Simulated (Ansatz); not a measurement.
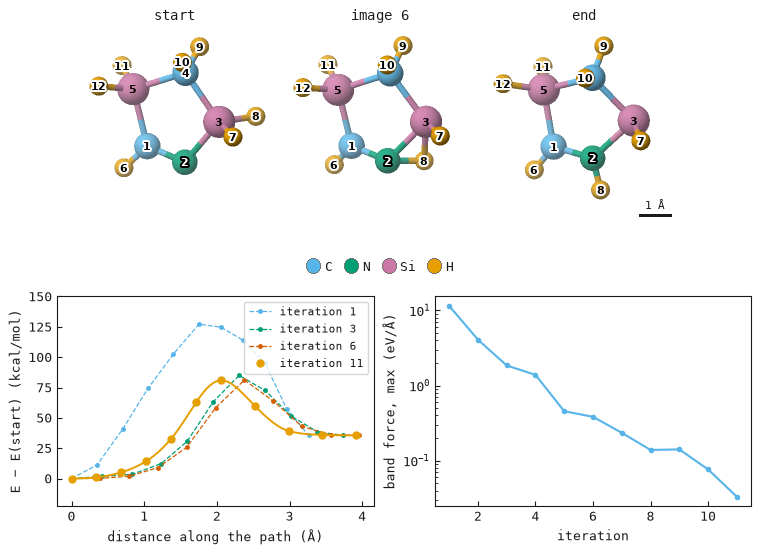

A search for the minimum-energy path of C2H7NSi2 by the nudged elastic band. Images are numbered from 0 (start) to 10 (end). The plot follows the band through its iterations. The picture is a ball-and-stick view, seen at a tilt.

Level of theory: RKS r2SCAN/STO-3G in Ansatz 0.2.0. Settings: 9 movable images; climbing image; force threshold 0.05 eV/Å; iteration limit 49; starting path through a guess of the saddle point.

> Judge this run.

The result is final at these settings. The band converged in 11 iterations. The largest component of the band force went from 11 to 0.033 eV/Å. The climbing image converged on the top of the path. Its vibrational analysis gives one imaginary mode (1509i cm⁻¹), as a transition state must have. The first iteration put the highest image at 127.2 kcal/mol. Forward barrier 80.9 kcal/mol, backward barrier 45.4 kcal/mol, with image 6 at the top; the reaction energy is +35.6 kcal/mol.

Limits of the set-up: STO-3G is a minimal basis, so the numbers are rough.

The run took 4.1 min on 1 thread of Intel(R) Xeon(R) 6975P-C (Granite Rapids) (shared host), peak memory 0.22 GiB.
